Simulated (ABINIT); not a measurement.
# Ba2ScCuO4 (P4/mmm): G0W0 with ABINIT, start to end

How does a plane-wave GW calculation on Ba2ScCuO4 (P4/mmm) run from the first input to the gap?

Program: ABINIT 10.8.3. Level of theory: PBEsol and many-body steps on it, plane waves. Results are calculated unless marked as measured.

In doubt: a PseudoDojo file used here is known to give poor structures and forces, which bears on pressures, cells, forces and phonons.

## Step 1: Set-up

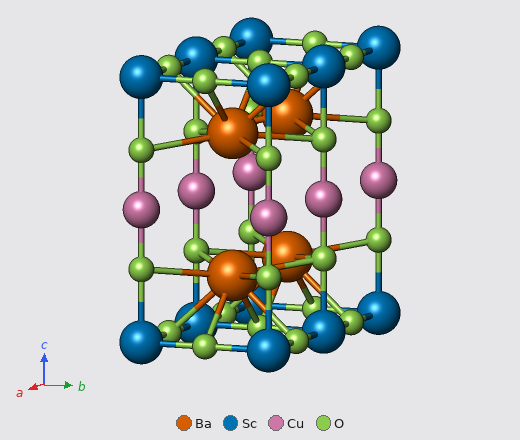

Start, viewed slightly off an axis; barium orange, scandium blue, copper pink, oxygen green. 2×1×1 cells are drawn. Some periodic images of atoms are drawn too.

As a file:

```cif
data_structure
_symmetry_space_group_name_H-M 'P4/mmm'
_symmetry_Int_Tables_number 123
_cell_length_a 4.1770
_cell_length_b 4.1770
_cell_length_c 8.0789
_cell_angle_alpha 90.000
_cell_angle_beta 90.000
_cell_angle_gamma 90.000
_cell_volume 140.95
loop_
_atom_site_label
_atom_site_type_symbol
_atom_site_symmetry_multiplicity
_atom_site_Wyckoff_symbol
_atom_site_fract_x
_atom_site_fract_y
_atom_site_fract_z
_atom_site_occupancy
Ba1 Ba 2 h 0.50000 0.50000 0.76798 1
Sc1 Sc 1 a 0.00000 0.00000 0.00000 1
Cu1 Cu 1 b 0.00000 0.00000 0.50000 1
O1 O 2 f 0.00000 0.50000 0.00000 1
O2 O 2 g 0.00000 0.00000 0.72467 1
```

The cell and positions are those that the Materials Project relaxed with its own functionals (PBE, PBE+U or r2SCAN), kept fixed. Spin-orbit coupling is left out unless a step names it.

## Step 2: Ground state

This step: ABINIT 10.8.3; DFT, PBEsol, plane waves, norm-conserving pseudopotentials.

The ground-state density comes first.

Contents of run.abi:

```
acell 3*1.0 Angstrom
rprim 
  4.176956000000 0.000000000000 0.000000000000
  0.000000000000 4.176956000000 0.000000000000
  0.000000000000 0.000000000000 8.078857000000
ntypat 4
znucl 56 21 29 8
natom 8
typat 1 1 2 3 4 4 4 4
xred 
  0.500000000000 0.500000000000 0.767977000000
  0.500000000000 0.500000000000 0.232023000000
  0.000000000000 0.000000000000 0.000000000000
  0.000000000000 0.000000000000 0.500000000000
  0.000000000000 0.500000000000 0.000000000000
  0.500000000000 0.000000000000 0.000000000000
  0.000000000000 0.000000000000 0.724671000000
  0.000000000000 0.000000000000 0.275329000000
pp_dirpath "pseudos"
pseudos "Ba.upf, Sc.upf, Cu.upf, O.upf"
ecut 42
ngkpt 6 6 4
nshiftk 1
shiftk 0 0 0
kptopt 1
chksymbreak 0
nband 45
occopt 1
tolvrs 1e-10
nstep 60
prtwf 0
optforces 0
optstress 0
indata_prefix "in"
outdata_prefix "out"
tmpdata_prefix "tmp"
```

Command:

```sh
> OMP_NUM_THREADS=1 mpirun -n 4 abinit run.abi > log
```

Numbers of over 12 decimals in the logs are rounded to 6 here.

The program printed:

```text
.Version 10.8.3 of ABINIT. v10.8.2 released Aug 2026.

 Symmetries : space group P4/m m m (#123); Bravais tP (primitive tetrag.)
================================================================================
 Values of the parameters that define the memory need of the present run
     intxc =       0    ionmov =       0      iscf =       7    lmnmax =       6
     lnmax =       6     mgfft =      90  mpssoang =       3    mqgrid =    4454
     natom =       8  nloc_mem =       1    nspden =       1   nspinor =       1
    nsppol =       1      nsym =      16    n1xccc =    2501    ntypat =       4
    occopt =       1   xclevel =       2
-    mband =          45        mffmem =           1         mkmem =           8
       mpw =       12429          nfft =      207360          nkpt =          30
================================================================================
  Rough estimation (10% accuracy) of disk space for files :
================================================================================

--------------------------------------------------------------------------------
------------- Echo of variables that govern the present computation ------------
--------------------------------------------------------------------------------
 -outvars: echo values of preprocessed input variables --------
            acell      1.8897261259E+00  1.8897261259E+00  1.8897261259E+00 Bohr

      chksymbreak           0
             ecut      4.20000000E+01 Hartree
-          fftalg         312

              ixc     -116133
              kpt      0.00000000E+00  0.00000000E+00  0.00000000E+00
                       1.66666667E-01  0.00000000E+00  0.00000000E+00
                       3.33333333E-01  0.00000000E+00  0.00000000E+00
                       5.00000000E-01  0.00000000E+00  0.00000000E+00
                       1.66666667E-01  1.66666667E-01  0.00000000E+00
                       3.33333333E-01  1.66666667E-01  0.00000000E+00
                       5.00000000E-01  1.66666667E-01  0.00000000E+00
                       3.33333333E-01  3.33333333E-01  0.00000000E+00
                       5.00000000E-01  3.33333333E-01  0.00000000E+00
   [... 19 further rows ...]
                       5.00000000E-01  3.33333333E-01  5.00000000E-01
                       5.00000000E-01  5.00000000E-01  5.00000000E-01
         kptrlatt        6    0    0      0    6    0      0    0    4
          kptrlen      4.73598173E+01
P           mkmem           8
            natom           8
            nband          45
            ngfft          48      48      90
             nkpt          30
            nstep          60
             nsym          16
           ntypat           4
              occ      2.000000  2.000000  2.000000  2.000000  2.000000  2.000000
                       2.000000  2.000000  2.000000  2.000000  2.000000  2.000000
                       2.000000  2.000000  2.000000  2.000000  2.000000  2.000000
                       2.000000  2.000000  2.000000  2.000000  2.000000  2.000000
                       2.000000  2.000000  2.000000  2.000000  2.000000  2.000000
                       2.000000  2.000000  2.000000  2.000000  2.000000  2.000000
                       2.000000  0.000000  0.000000  0.000000  0.000000  0.000000
[...]
optforces           0
        optstress           0
            prtwf           0
            rprim      4.1769560000E+00  0.0000000000E+00  0.0000000000E+00
[...]
spgroup         123

           tolvrs      1.00000000E-10

             xred      5.0000000000E-01  5.0000000000E-01  7.6797700000E-01
[...]
znucl       56.00000   21.00000   29.00000    8.00000

================================================================================

 chkinp: Checking input parameters for consistency.

================================================================================
== DATASET  1 ==================================================================
-   mpi_nproc: 4, omp_nthreads: 1 (-1 if OMP is not activated)

--- !DatasetInfo
iteration_state: {dtset: 1, }
dimensions: {natom: 8, nkpt: 30, mband: 45, nsppol: 1, nspinor: 1, nspden: 1, mpw: 12429, }
cutoff_energies: {ecut:  42.0, pawecutdg:  -1.0, }
electrons: {nelect:   7.40000000E+01, charge:   0.00000000E+00, occopt:   1.00000000E+00, tsmear:   1.00000000E-02, }

 Real(R)+Recip(G) space primitive vectors, cartesian coordinates (Bohr,Bohr^-1):
 R(1)=  7.8933029  0.0000000  0.0000000  G(1)=  0.1266897  0.0000000  0.0000000
 R(2)=  0.0000000  7.8933029  0.0000000  G(2)=  0.0000000  0.1266897  0.0000000
 R(3)=  0.0000000  0.0000000 15.2668271  G(3)=  0.0000000  0.0000000  0.0655015
 Unit cell volume ucvol=  9.5118791E+02 bohr^3
 Angles (23,13,12)=  9.00000000E+01  9.00000000E+01  9.00000000E+01 degrees

 getcut: wavevector=  0.0000  0.0000  0.0000  ngfft=  48  48  90
         ecut(hartree)=     42.000   => boxcut(ratio)=   2.02071

--- Pseudopotential description ------------------------------------------------
- Ba Generated using ONCVPSP code by D. R. Hamann
- 56.00000  10.00000  180301                  znucl, zion, pspdat
12 -116133 2 -1 1936                          pspcod,pspxc,lmax,lloc,mmax
     nproj     2     2     2
  pspatm : epsatm=   26.37418133
         --- l  ekb(1:nproj) -->
[...]
nproj     2     2     1
  pspatm : epsatm=    6.22910120
         --- l  ekb(1:nproj) -->
[...]
2   -1.335834
 pspatm: atomic psp has been read  and splines computed

   8.35382115E+03                                ecore*ucvol(ha*bohr**3)
--------------------------------------------------------------------------------

_setup2: Arith. and geom. avg. npw (full set) are   12367.049   12367.025

================================================================================

--- !BeginCycle
iteration_state: {dtset: 1, }
solver: {iscf: 7, nstep: 60, nline: 4, wfoptalg: 0, }
tolerances: {tolvrs: 1.00E-10, }

     iter   Etot(hartree)      deltaE(h)  residm     vres2
 ETOT  1  -329.75561592805    -3.298E+02 8.684E-02 4.004E+05
 ETOT  2  -295.70586519471     3.405E+01 1.714E-01 1.220E+06
 ETOT  3  -354.96035048644    -5.925E+01 6.581E-01 3.120E+04
 ETOT  4  -358.15438591586    -3.194E+00 3.910E-02 1.714E+04
 ETOT  5  -358.35022578789    -1.958E-01 7.693E-02 1.593E+04
 ETOT  6  -359.04477565576    -6.945E-01 1.742E-02 1.084E+04
 ETOT  7  -359.91913256546    -8.744E-01 5.902E-02 5.157E+03
 ETOT  8  -360.06548743668    -1.464E-01 1.483E-02 3.116E+03
 ETOT  9  -360.19562348462    -1.301E-01 6.060E-03 1.705E+03
 ETOT 10  -360.31366327538    -1.180E-01 1.765E-02 1.389E+02
[...]
ETOT 19  -360.34566099710    -7.923E-10 2.229E-03 1.939E-07
 ETOT 20  -360.34566099709     8.527E-12 3.399E-03 3.061E-08
 ETOT 21  -360.34566099709     1.990E-12 2.001E-03 5.194E-09
 ETOT 22  -360.34566099708     4.889E-12 1.342E-03 1.114E-10
 ETOT 23  -360.34566099708    -4.547E-13 1.555E-03 3.949E-11

 At SCF step   23       vres2   =  3.95E-11 < tolvrs=  1.00E-10 =>converged.

--- !ResultsGS
iteration_state: {dtset: 1, }
comment   : Summary of ground state results
lattice_vectors:
- [  7.8933029,   0.0000000,   0.0000000, ]
- [  0.0000000,   7.8933029,   0.0000000, ]
- [  0.0000000,   0.0000000,  15.2668271, ]
lattice_lengths: [   7.89330,    7.89330,   15.26683, ]
lattice_angles: [ 90.000,  90.000,  90.000, ] # degrees, (23, 13, 12)
lattice_volume:   9.5118791E+02
convergence: {deltae: -4.547E-13, res2:  3.949E-11, residm:  1.555E-03, diffor:  0.000E+00, }
etotal    :  -3.60345661E+02
entropy   :   0.00000000E+00
fermie    :   1.96564941E-01
cartesian_stress_tensor: null
pressure_GPa: null
xred      :
- [  5.0000E-01,   5.0000E-01,   7.6798E-01, Ba]
- [  5.0000E-01,   5.0000E-01,   2.3202E-01, Ba]
- [  0.0000E+00,   0.0000E+00,   0.0000E+00, Sc]
- [  0.0000E+00,   0.0000E+00,   5.0000E-01, Cu]
- [  0.0000E+00,   5.0000E-01,   0.0000E+00,  O]
- [  5.0000E-01,   0.0000E+00,   0.0000E+00,  O]
- [  0.0000E+00,   0.0000E+00,   7.2467E-01,  O]
- [  0.0000E+00,   0.0000E+00,   2.7533E-01,  O]
cartesian_forces: null
force_length_stats: {min: null, max: null, mean: null, }

 Integrated electronic density in atomic spheres:
 ------------------------------------------------
 Atom  Sphere_radius  Integrated_density
[...]
================================================================================

 ----iterations are completed or convergence reached----

 Mean square residual over all n,k,spin=   43.993E-07; max=  15.552E-04
 reduced coordinates (array xred) for    8 atoms
[...]
0.000000000000      0.000000000000      0.500000000000
       0.000000000000      0.500000000000      0.000000000000
       0.500000000000      0.000000000000      0.000000000000
       0.000000000000      0.000000000000      0.724671000000
       0.000000000000      0.000000000000      0.275329000000
 rms dE/dt=  0.0000E+00; max dE/dt=  0.0000E+00; dE/dt below (all hartree)
    1       0.000000000000      0.000000000000      0.000000000000
    2       0.000000000000      0.000000000000      0.000000000000
    3       0.000000000000      0.000000000000      0.000000000000
    4       0.000000000000      0.000000000000      0.000000000000
    5       0.000000000000      0.000000000000      0.000000000000
    6       0.000000000000      0.000000000000      0.000000000000
    7       0.000000000000      0.000000000000      0.000000000000
    8       0.000000000000      0.000000000000      0.000000000000

 cartesian coordinates (angstrom) at end:
    1      2.088478     2.088478     6.204376
    2      2.088478     2.088478     1.874481
    3      0.000000     0.000000     0.000000
    4      0.000000     0.000000     4.039428
    5      0.000000     2.088478     0.000000
    6      2.088478     0.000000     0.000000
    7      0.000000     0.000000     5.854513
    8      0.000000     0.000000     2.224344
 length scales=  1.889726125908  1.889726125908  1.889726125908 bohr
              =  1.000000000000  1.000000000000  1.000000000000 angstroms
 prteigrs : about to open file out_EIG
 Fermi (or HOMO) energy (hartree) =   0.19656   Average Vxc (hartree)=  -0.37899
 Eigenvalues (hartree) for nkpt=  30  k points:
 kpt#   1, nband= 45, wtk=  0.00694, kpt=  0.0000  0.0000  0.0000 (reduced coord)
  -3.89188   -2.34090   -2.32830   -2.32830   -1.54865   -0.77442   -0.76918   -0.76869
  -0.76869   -0.76289   -0.42109   -0.41467   -0.40347   -0.39439   -0.22394   -0.21950
  -0.21950   -0.21873   -0.21457   -0.21457    0.01812    0.09053    0.09053    0.09066
   0.10774    0.10774    0.12008    0.12370    0.12788    0.12788    0.13759    0.14194
   0.14358    0.17081    0.17081    0.18750    0.18750    0.27577    0.31678    0.32241
   0.33348    0.33905    0.33905    0.37356    0.39232
 prteigrs : prtvol=0 or 1, do not print more k-points.

--- !EnergyTerms
iteration_state     : {dtset: 1, }
comment             : Components of total free energy in Hartree
kinetic             :  1.61386495281943E+02
hartree             :  1.28925896968983E+02
xc                  : -6.09559404413320E+01
Ewald energy        : -2.06090410117619E+02
psp_core            :  8.78251396528727E+00
local_psp           : -3.58091551949275E+02
non_local_psp       : -3.43026647050704E+01
total_energy        : -3.60345660997082E+02
total_energy_eV     : -9.80550496345494E+03
band_energy         : -3.44044984243795E+01

== END DATASET(S) ==============================================================
================================================================================

 -outvars: echo values of variables after computation  --------
           etotal     -3.6034566100E+02
            nband          45
             nkpt          30
          spgroup         123
 [... the other variables as echoed above ...]

 Calculation completed.
```

The job ended after 5.6 min (4 MPI ranks of Arm Neoverse V2, shared host; peak memory 0.7 GiB; 23 min of CPU time).

Numbers from this step:

- total energy: -9805.5050 eV
- gap: 1.933 eV
- k of the valence top: 0, 0, 0.5
- k of the conduction bottom: 0.5, 0, 0
- least direct gap: 1.995 eV

The gap is indirect, with the least direct gap 0.06 eV higher.

## Step 3: Empty states on the mesh, 2×2×1 mesh, 292 bands

The sums over transitions need many empty states on a uniform mesh; this step solves for them.

Changes to run.abi since step 2:

```diff
@@ -21,3 +21,3 @@
 ecut 42
-ngkpt 6 6 4
+ngkpt 2 2 1
 nshiftk 1
@@ -26,9 +26,10 @@
 chksymbreak 0
-nband 45
-occopt 1
-tolvrs 1e-10
+iscf -2
+irdden 1
+istwfk *1
+nband 292
+nbdbuf 26
+tolwfr 1e-09
 nstep 60
-prtwf 0
-optforces 0
-optstress 0
+prtvol 0
 indata_prefix "in"
```

The program printed:

```text
.Version 10.8.3 of ABINIT. v10.8.2 released Aug 2026.

 Symmetries : space group P4/m m m (#123); Bravais tP (primitive tetrag.)
[... echo of the input left out ...]
== DATASET  1 ==================================================================
-   mpi_nproc: 4, omp_nthreads: 1 (-1 if OMP is not activated)
-    --> not optimal distribution: autoparal keyword recommended in input file <--

--- !DatasetInfo
iteration_state: {dtset: 1, }
dimensions: {natom: 8, nkpt: 3, mband: 292, nsppol: 1, nspinor: 1, nspden: 1, mpw: 12409, }
cutoff_energies: {ecut:  42.0, pawecutdg:  -1.0, }
electrons: {nelect:   7.40000000E+01, charge:   0.00000000E+00, occopt:   1.00000000E+00, tsmear:   1.00000000E-02, }

 Real(R)+Recip(G) space primitive vectors, cartesian coordinates (Bohr,Bohr^-1):
 R(1)=  7.8933029  0.0000000  0.0000000  G(1)=  0.1266897  0.0000000  0.0000000
 R(2)=  0.0000000  7.8933029  0.0000000  G(2)=  0.0000000  0.1266897  0.0000000
 R(3)=  0.0000000  0.0000000 15.2668271  G(3)=  0.0000000  0.0000000  0.0655015
 Unit cell volume ucvol=  9.5118791E+02 bohr^3
 Angles (23,13,12)=  9.00000000E+01  9.00000000E+01  9.00000000E+01 degrees

 getcut: wavevector=  0.0000  0.0000  0.0000  ngfft=  48  48  90
         ecut(hartree)=     42.000   => boxcut(ratio)=   2.02071

--- Pseudopotential description ------------------------------------------------
- Ba Generated using ONCVPSP code by D. R. Hamann
- 56.00000  10.00000  180301                  znucl, zion, pspdat
12 -116133 2 -1 1936                          pspcod,pspxc,lmax,lloc,mmax
     nproj     2     2     2
  pspatm : epsatm=   26.37418133
         --- l  ekb(1:nproj) -->
             0    6.652372    0.677024
             1    5.027722    0.408462
             2    2.543237    0.416854
 pspatm: atomic psp has been read  and splines computed

- Sc Generated using ONCVPSP code by D. R. Hamann
- 21.00000  11.00000  180301                  znucl, zion, pspdat
12 -116133 2 -1 1642                          pspcod,pspxc,lmax,lloc,mmax
     nproj     2     2     2
  pspatm : epsatm=   13.58981452
         --- l  ekb(1:nproj) -->
[...]
pspatm: atomic psp has been read  and splines computed

- Cu Generated using ONCVPSP code by D. R. Hamann
- 29.00000  19.00000  180301                  znucl, zion, pspdat
12 -116133 2 -1 1492                          pspcod,pspxc,lmax,lloc,mmax
     nproj     2     2     2
  pspatm : epsatm=   21.63489298
         --- l  ekb(1:nproj) -->
[...]
pspatm: atomic psp has been read  and splines computed

- O Generated using ONCVPSP code by D. R. Hamann
-  8.00000   6.00000  180301                  znucl, zion, pspdat
12 -116133 2 -1 936                           pspcod,pspxc,lmax,lloc,mmax
     nproj     2     2     1
  pspatm : epsatm=    6.22910120
         --- l  ekb(1:nproj) -->
[...]
2   -1.335834
[...]
5.83E-10  3.37E-10  1.96E-10  3.44E-10  5.00E-10  2.12E-10  1.56E-10  5.47E-10
[...]
1.24E-04  3.99E-04  4.43E-04  4.42E-04
 -3.8919E+00 -2.3409E+00 -2.3283E+00 -2.3283E+00 -1.5486E+00 -7.7442E-01
 -7.6918E-01 -7.6869E-01 -7.6869E-01 -7.6289E-01 -4.2109E-01 -4.1467E-01
 -4.0347E-01 -3.9439E-01 -2.2394E-01 -2.1950E-01 -2.1950E-01 -2.1873E-01
[...]
2.9295E+00  2.9316E+00  2.9356E+00  2.9440E+00  2.9474E+00  2.9702E+00
  2.9702E+00  2.9850E+00  2.9850E+00  3.0118E+00  3.0123E+00  3.0382E+00
  3.0383E+00  3.0418E+00  3.0436E+00  3.0508E+00
 prteigrs : prtvol=0 or 1, do not print more k-points.

--- !ResultsGS
iteration_state: {dtset: 1, }
comment   : Summary of ground state results
lattice_vectors:
- [  7.8933029,   0.0000000,   0.0000000, ]
- [  0.0000000,   7.8933029,   0.0000000, ]
- [  0.0000000,   0.0000000,  15.2668271, ]
lattice_lengths: [   7.89330,    7.89330,   15.26683, ]
lattice_angles: [ 90.000,  90.000,  90.000, ] # degrees, (23, 13, 12)
lattice_volume:   9.5118791E+02
convergence: {deltae:  0.000E+00, res2:  0.000E+00, residm:  9.898E-10, diffor:  0.000E+00, }
etotal    :  -3.60345661E+02
entropy   :   0.00000000E+00
fermie    :   1.96564941E-01
cartesian_stress_tensor: null
pressure_GPa: null
xred      :
- [  5.0000E-01,   5.0000E-01,   7.6798E-01, Ba]
- [  5.0000E-01,   5.0000E-01,   2.3202E-01, Ba]
- [  0.0000E+00,   0.0000E+00,   0.0000E+00, Sc]
- [  0.0000E+00,   0.0000E+00,   5.0000E-01, Cu]
- [  0.0000E+00,   5.0000E-01,   0.0000E+00,  O]
- [  5.0000E-01,   0.0000E+00,   0.0000E+00,  O]
- [  0.0000E+00,   0.0000E+00,   7.2467E-01,  O]
- [  0.0000E+00,   0.0000E+00,   2.7533E-01,  O]
cartesian_forces: null
force_length_stats: {min: null, max: null, mean: null, }

 Integrated electronic density in atomic spheres:
 ------------------------------------------------
 Atom  Sphere_radius  Integrated_density
[...]
================================================================================

 ----iterations are completed or convergence reached----

 Mean square residual over all n,k,spin=   37.564E-11; max=  98.981E-11
 reduced coordinates (array xred) for    8 atoms
[...]
0.000000000000      0.000000000000      0.724671000000
       0.000000000000      0.000000000000      0.275329000000

 cartesian coordinates (angstrom) at end:
    1      2.088478     2.088478     6.204376
[...]
8      0.000000     0.000000     2.224344
 length scales=  1.889726125908  1.889726125908  1.889726125908 bohr
              =  1.000000000000  1.000000000000  1.000000000000 angstroms
 prteigrs : about to open file out_EIG
 Eigenvalues (hartree) for nkpt=   3  k points:
 kpt#   1, nband=292, wtk=  0.25000, kpt=  0.0000  0.0000  0.0000 (reduced coord)
[...]
2.91447    2.91447    2.91450    2.92273    2.92946    2.93156    2.93556    2.94402
   2.94743    2.97019    2.97019    2.98497    2.98499    3.01182    3.01229    3.03818
   3.03826    3.04182    3.04358    3.05081
 prteigrs : prtvol=0 or 1, do not print more k-points.

== END DATASET(S) ==============================================================
================================================================================

 -outvars: echo values of variables after computation  --------
            nband         292
             nkpt           3
          spgroup         123
 [... the other variables as echoed above ...]

 Calculation completed.
```

Run time: 2.8 min. Hardware: 4 MPI ranks; peak memory 0.55 GiB; 11 min of CPU time.

This step gave:

| Property | Result |
| --- | --- |
| gap | 1.956 eV |
| k of the valence top | 0.5, 0.5, 0 |
| k of the conduction bottom | 0.5, 0, 0 |
| least direct gap | 1.995 eV |
| k points computed | 3 |
| lowest point of the top converged band, above the valence top | 70.0048 eV |

On this mesh the gap is 1.956 eV.

(Part 1 of 2 ends here.)

[Paths, hosts, dates, memory and timing lines, banners, echoed tables and standing remarks are left out of the program output.]

[Logs are printed without paths, hosts, clocks, repeated set-up lines and the standing remarks that a program may print on its own settings, such as how far it seeks lower states.]

[Runs of the session that timed out or met a known fault of the program may be left out.]

[Hosts, paths, dates, database ids (printed as entryN), source tags and the programs' standing remarks are cut or masked in the printed files.]

[G0W0 gaps are taken among the corrected bands and points alone; a level outside them can change the order at an edge.]

[Where Ansatz stands beside ABINIT at settings called matched, ABINIT's density can come from a denser mesh and the files from another edition; pairs whose starting gaps differed by over 0.03 eV were left out, so agreement reads better than it is.]
